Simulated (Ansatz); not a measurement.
**One shape, several levels: CH3NaS (SMILES C[S][Na])**

We compute a comparison of 4 runs (SVWN5/6-31G, B3LYP/6-31G*, PBE0/def2-SVP) of CH3NaS. 

The calculation is run with Ansatz 0.2.0.

5 further runs of the same task are left out: 5 set aside as unsound or not needed.

### Step 1. Starting point

The species is CH3NaS (6 atoms), meant as a singlet with charge 0. As SMILES, `C[S][Na]`. The shape is that of a PBE0-D4/def2-TZVP optimisation.

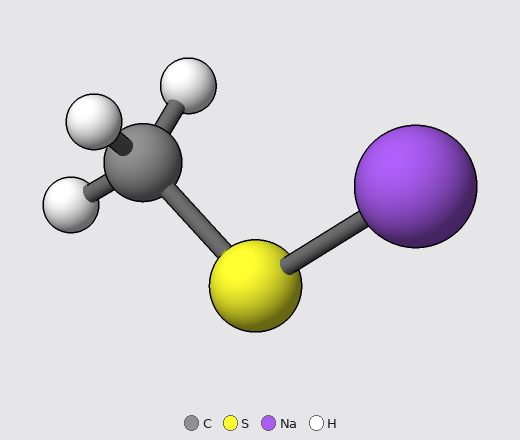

The structure, seen from a chosen angle (carbon grey, sulfur yellow, sodium purple, hydrogen white).

### Step 2. Energy and forces at SVWN5/6-31G (run 1)

Input file input.yaml:

```yaml
crystal:
  periodic: [false, false, false]
  atoms:
    - {symbol: C, position_ang: [-0.413100, 0.331700, -0.391900]}
    - {symbol: S, position_ang: [-0.168900, -1.222400, 0.527100]}
    - {symbol: Na, position_ang: [2.035300, -1.083000, 1.651500]}
    - {symbol: H, position_ang: [-1.385700, 0.292700, -0.886900]}
    - {symbol: H, position_ang: [0.344900, 0.476700, -1.165000]}
    - {symbol: H, position_ang: [-0.412500, 1.204300, 0.265200]}
basis:
  gaussian:
    orbitals: 6-31G
hamiltonian:
  xc: {name: SVWN5}
output: {forces: true, orbitals: {seedname: orbitals}}
accuracy: high
```

Started as:

```console
$ ansatz run input.yaml --threads 1 --pin off --max-ram 2610MiB --events-out events.jsonl --progress --plain --runs-dir runs
```

What it wrote:

```text
Warning: RAYON_NUM_THREADS=1 ignored (pool sized by the plan → 1); use --threads N
Functional definition: SVWN5
  name "SVWN5"
  exchange = slater_x
  correlation = vwn5_c
963 factors; integrals over basis functions are off by at most 3.7e-9 eV
mean field evaluation 1: about -16259.8243 eV, gradient 4.5e1 eV
mean field evaluation 2: about -16211.8943 eV, gradient 1.1e2 eV
mean field evaluation 4: about -16265.5464 eV, gradient 8.6e0 eV
mean field evaluation 8: about -16265.7713 eV, gradient 7.1e-2 eV
mean field evaluation 16: about -16265.7713 eV, gradient 2.3e-6 eV
mean field -16265.77132235 eV, -597.7560707605 hartree, gradient 2.9e-8 eV, S^2 0.000000; 1 other end points of the search recorded, 0 dependent functions left out
the calculation of the forces begins
reference -16265.77132722 eV, -597.7560709397 hartree; 18, 18 occupied and 23, 23 virtual orbitals, 963 factors
Total energy: -16265.77132722 eV, -597.7560709397 hartree
Atom 0 at    -0.413100     0.331700    -0.391900 Å, force    -0.041185     0.626451    -0.341467 eV/Å
Atom 1 at    -0.168900    -1.222400     0.527100 Å, force     0.160500    -0.950604     0.568931 eV/Å
Atom 2 at     2.035300    -1.083000     1.651500 Å, force     0.010610    -0.033014     0.022139 eV/Å
Atom 3 at    -1.385700     0.292700    -0.886900 Å, force    -0.364896    -0.034848    -0.175907 eV/Å
Atom 4 at     0.344900     0.476700    -1.165000 Å, force     0.260026     0.058716    -0.306136 eV/Å
Atom 5 at    -0.412500     1.204300     0.265200 Å, force    -0.025054     0.333300     0.232440 eV/Å
Dipole moment:     1.348181     0.286006     0.586563 e Å
```

It took 4.8 s on 1 thread of Intel Xeon Platinum 8488C (Sapphire Rapids), shared host; peak memory 0.23 GiB.

### Step 3. Energy and forces at B3LYP/6-31G(d) (spherical functions) (run 2)

Input file job.yaml:

```yaml
crystal:
  periodic: [false, false, false]
  atoms:
    - {symbol: C, position_ang: [-0.413100, 0.331700, -0.391900]}
    - {symbol: S, position_ang: [-0.168900, -1.222400, 0.527100]}
    - {symbol: Na, position_ang: [2.035300, -1.083000, 1.651500]}
    - {symbol: H, position_ang: [-1.385700, 0.292700, -0.886900]}
    - {symbol: H, position_ang: [0.344900, 0.476700, -1.165000]}
    - {symbol: H, position_ang: [-0.412500, 1.204300, 0.265200]}
basis:
  gaussian: {orbitals: 6-31Gs-spherical.json}
hamiltonian: {xc: {name: B3LYP}}
accuracy: high
output: {forces: true, orbitals: {seedname: orbitals}}
```

The basis set 6-31G* is read from a file made from the Basis Set Exchange's data (not shown).

Started as:

```console
$ ansatz run job.yaml --threads 1 --pin off --max-ram 2610MiB --events-out events.jsonl --progress --plain --runs-dir runs
```

What it wrote:

```text
Warning: RAYON_NUM_THREADS=1 ignored (pool sized by the plan → 1); use --threads N
Functional definition: B3LYP
  name "B3LYP"
  parameter a0 = 0.2
  parameter ax = 0.72
  parameter ac = 0.81
  exchange = (1 - a0 - ax)*slater_x + ax*b88_x + a0*exact_x
  correlation = (1 - ac)*vwn_rpa_c + ac*lyp_c
1220 factors; integrals over basis functions are off by at most 3.9e-9 eV
mean field evaluation 1: about -16333.8193 eV, gradient 3.7e1 eV
mean field evaluation 2: about -16315.5882 eV, gradient 7.3e1 eV
mean field evaluation 4: about -16337.9809 eV, gradient 4.1e0 eV
mean field evaluation 8: about -16338.1404 eV, gradient 4.4e-1 eV
mean field evaluation 16: about -16338.1411 eV, gradient 2.6e-5 eV
mean field -16338.14113795 eV, -600.4156124299 hartree, gradient 9.0e-8 eV, S^2 0.000000; 0 other end points of the search recorded, 0 dependent functions left out
the calculation of the forces begins
reference -16338.14117542 eV, -600.4156138068 hartree; 18, 18 occupied and 38, 38 virtual orbitals, 1220 factors
Total energy: -16338.14117542 eV, -600.4156138068 hartree
Atom 0 at    -0.413100     0.331700    -0.391900 Å, force    -0.037664     0.312657    -0.180395 eV/Å
Atom 1 at    -0.168900    -1.222400     0.527100 Å, force     0.003516    -0.473744     0.242266 eV/Å
Atom 2 at     2.035300    -1.083000     1.651500 Å, force     0.080136    -0.008726     0.047677 eV/Å
Atom 3 at    -1.385700     0.292700    -0.886900 Å, force    -0.094388     0.012993    -0.056922 eV/Å
Atom 4 at     0.344900     0.476700    -1.165000 Å, force     0.058102     0.045422    -0.090858 eV/Å
Atom 5 at    -0.412500     1.204300     0.265200 Å, force    -0.009702     0.111399     0.038232 eV/Å
Dipole moment:     1.381994     0.241441     0.627310 e Å
```

Run time: 8.1 s. Hardware: 1 thread of Intel Xeon Platinum 8488C (Sapphire Rapids), shared host; peak memory 0.23 GiB.

Run 3 isn't shown in full; the table further down has it.

### Step 4. Energy and forces at PBE0/def2-SVP (run 4)

Input file molecule.yaml:

```yaml
crystal:
  periodic: [false, false, false]
  atoms:
    - {symbol: C, position_ang: [-0.413100, 0.331700, -0.391900]}
    - {symbol: S, position_ang: [-0.168900, -1.222400, 0.527100]}
    - {symbol: Na, position_ang: [2.035300, -1.083000, 1.651500]}
    - {symbol: H, position_ang: [-1.385700, 0.292700, -0.886900]}
    - {symbol: H, position_ang: [0.344900, 0.476700, -1.165000]}
    - {symbol: H, position_ang: [-0.412500, 1.204300, 0.265200]}
basis:
  gaussian:
    orbitals: def2-SVP
hamiltonian:
  xc: {name: PBE0}
output: {forces: true, orbitals: {seedname: orbitals}}
accuracy: high
```

Started as:

```console
$ ansatz run molecule.yaml --threads 1 --pin off --max-ram 2610MiB --events-out events.jsonl --progress --plain --runs-dir runs
```

What it wrote:

```text
Warning: RAYON_NUM_THREADS=1 ignored (pool sized by the plan → 1); use --threads N
Functional definition: PBE0
  name "PBE0"
  parameter a = 0.25
  parameter kappa = 0.804
  parameter beta = 0.06672455060314922
  exchange = (1 - a)*pbe_x(kappa = kappa, mu = beta*pi^2/3) + a*exact_x
  correlation = pbe_c(beta = beta)
1346 factors; integrals over basis functions are off by at most 3.6e-9 eV
mean field evaluation 1: about -16320.5273 eV, gradient 3.6e1 eV
mean field evaluation 2: about -16315.8300 eV, gradient 5.1e1 eV
mean field evaluation 4: about -16324.2417 eV, gradient 2.4e0 eV
mean field evaluation 8: about -16324.3820 eV, gradient 2.5e-1 eV
mean field evaluation 16: about -16324.3823 eV, gradient 3.9e-6 eV
mean field -16324.38228695 eV, -599.9099839818 hartree, gradient 3.3e-8 eV, S^2 0.000000; 0 other end points of the search recorded, 0 dependent functions left out
the calculation of the forces begins
reference -16324.38229081 eV, -599.9099841234 hartree; 18, 18 occupied and 44, 44 virtual orbitals, 1346 factors
Total energy: -16324.38229081 eV, -599.9099841234 hartree
Atom 0 at    -0.413100     0.331700    -0.391900 Å, force     0.083051    -0.240545     0.165470 eV/Å
Atom 1 at    -0.168900    -1.222400     0.527100 Å, force     0.025309    -0.127819     0.078746 eV/Å
Atom 2 at     2.035300    -1.083000     1.651500 Å, force    -0.008860    -0.010880     0.000616 eV/Å
Atom 3 at    -1.385700     0.292700    -0.886900 Å, force    -0.278014     0.007951    -0.151563 eV/Å
Atom 4 at     0.344900     0.476700    -1.165000 Å, force     0.192297     0.086164    -0.241672 eV/Å
Atom 5 at    -0.412500     1.204300     0.265200 Å, force    -0.013783     0.285130     0.148402 eV/Å
Dipole moment:     1.408783     0.196254     0.664686 e Å
```

Wall time 7.5 s (1 thread of Intel Xeon Platinum 8488C (Sapphire Rapids), shared host); peak memory 0.23 GiB.

### Step 5. All runs side by side

```tsv
run	level	Cartesian functions	energy (Eh)	dipole moment (D)	HOMO energy (eV)	LUMO energy (eV)	wall time
1	SVWN5/6-31G	no	-597.756071	7.19	-3.70	-2.27	4.8 s
2	B3LYP/6-31G* (spherical functions)	no	-600.415614	7.38	-4.46	-1.94	8.1 s
3	B3LYP/6-31G* (Cartesian functions)	yes	-600.419224	7.39	-4.46	-1.95	8.7 s
4	PBE0/def2-SVP	no	-599.909984	7.54	-4.53	-1.55	7.5 s
```

### Step 6. What came out

| quantity | value |
| --- | --- |
| run 4: total energy | -599.90998 Eh |
| run 4: dipole moment | 7.54 D |
| run 4: HOMO energy | -4.53 eV |
| run 4: LUMO energy | -1.55 eV |
| run 4: HOMO–LUMO gap | 2.99 eV |
| run 4: largest force on an atom | 0.322 eV/Å |

**Reading.** The dipole moment (its size) runs from 7.19 D (SVWN5/6-31G) to 7.54 D (PBE0/def2-SVP). The two ends differ in method and basis. The HOMO–LUMO gap runs from 1.43 eV (SVWN5/6-31G) to 2.99 eV (PBE0/def2-SVP). Totals of different functionals can't be ranked against each other. All runs together took 29 s, the longest 8.7 s.
